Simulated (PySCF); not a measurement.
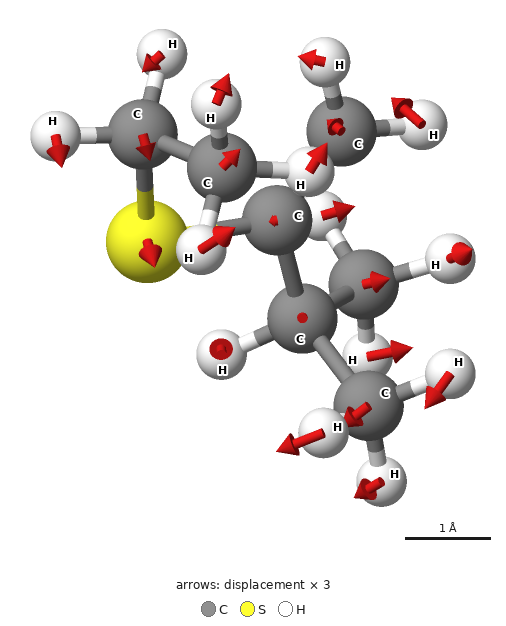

A relaxation of C$_{7}$H$_{14}$S. The starting structure is drawn; red arrows show the displacements, 3 times their true length. The two geometries are superimposed by the best rigid fit.

Style: ball-and-stick. Shown from a free direction.

The start comes from GFN2-xTB. Its atoms were then displaced at random by about 0.01 Å.

Level of theory: PySCF 2.14.0, density-fitted response routines, PBE0-D3(BJ)/def2-SVP geometry optimisation, gas phase. 

Question: Which element moves most?

Answer: Hydrogen: up to 0.21 Å, against 0.15 Å for carbon.

Question: What happened in the run?

Answer: The atom that moves furthest after the best rigid fit is an H atom (0.21 Å). Largest moves by element: H 0.21 Å, C 0.15 Å, S 0.14 Å. Among the contacts that change: C–S 1.875 → 1.809 Å, C–H 1.061 → 1.100 Å, C–C 1.318 → 1.340 Å, C–H 1.081 → 1.100 Å. Among the angles between lasting bonds that change: S–C–C 110.2° → 114.3°, C–C–H 126.9° → 122.9°, H–C–H 110.0° → 106.3°. Over 7 geometry steps the energy falls by 0.213 eV. Cost: 2.2 min on 1 thread of Intel(R) Xeon(R) Platinum 8488C (shared host).
